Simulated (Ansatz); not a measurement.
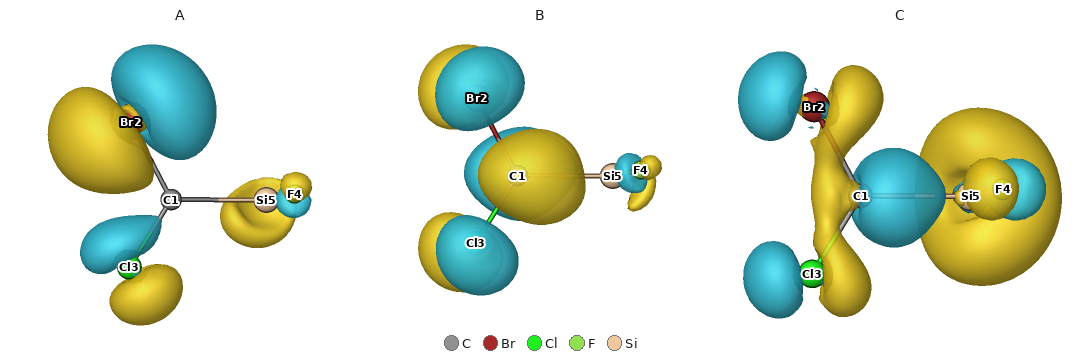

*CBrClFSi (SMILES F/[Si+]=C(/Cl)Br) (charge +1). Three frontier orbitals at ±0.1 Å⁻³ᐟ² (yellow and cyan are the two phases), in no order.*

Geometry: B3LYP/6-31G*.

Computed with Ansatz, isolated molecule in a Gaussian basis; Kohn-Sham density functional theory, functional PBE0.

```yaml
atoms:
  - { symbol: C, position_ang: [-0.7098, 0.8538, 2.7456] }
  - { symbol: Br, position_ang: [0.0995, 1.4378, 4.2825] }
  - { symbol: Cl, position_ang: [-0.5166, 1.7223, 1.3376] }
  - { symbol: F, position_ang: [-3.0611, -0.3581, 3.3000] }
  - { symbol: Si, position_ang: [-1.6959, -0.9957, 2.7633] }
```

Order the three orbitals by energy and name them.

A is the HOMO−1 (−14.67 eV). By Hirshfeld shares it lies mainly on Br2 (about 75 %) and Cl3 (about 10 %); largely a lone pair of Br2. C is the HOMO (−13.02 eV). Its weight (Hirshfeld) is mainly on Si5 (about 55 %), C1 (about 20 %), Br2 (about 15 %), Cl3 (about 10 %) and F4 (about 5 %). B is the LUMO (−9.58 eV). It lies mainly on C1 (about 45 %), Br2 (about 25 %) and Cl3 (about 20 %).

What is the HOMO–LUMO gap?

3.44 eV between the orbital energies.
